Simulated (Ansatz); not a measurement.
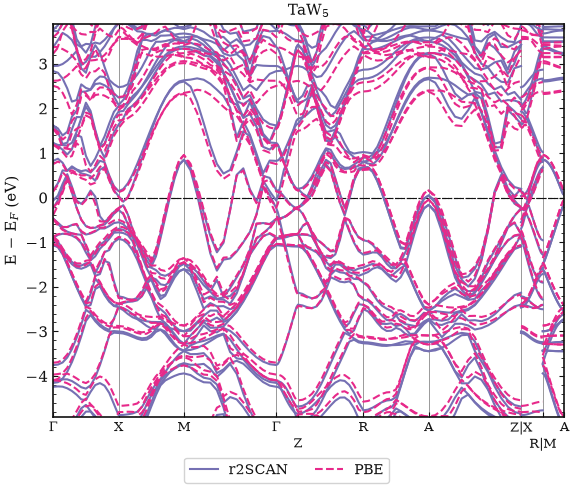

Band structures of TaW5, space group P4/mmm (No. 123), 6 atoms in the cell, by two methods on the same cell. Each is counted from its own Fermi level.

**What changes from one method to the other?**

Both give a metal. The 11 bands that come within 1 eV of the Fermi level differ by 0.10 eV on average and by 0.33 eV at most (at M).

Settings. r2SCAN: DFT r2SCAN, scalar-relativistic, plane waves, PAW, no spin polarisation, 12×12×4 k mesh, 500 eV cutoff (Ansatz). PBE: DFT PBE, scalar-relativistic, plane waves, PAW, no spin polarisation, 12×12×4 k mesh, 420 eV cutoff, Gaussian smearing of 0.1 eV (Ansatz).

The structure is an invented one, so it need not be a known or stable phase. Spin-orbit coupling is left out, which matters for W and Ta.
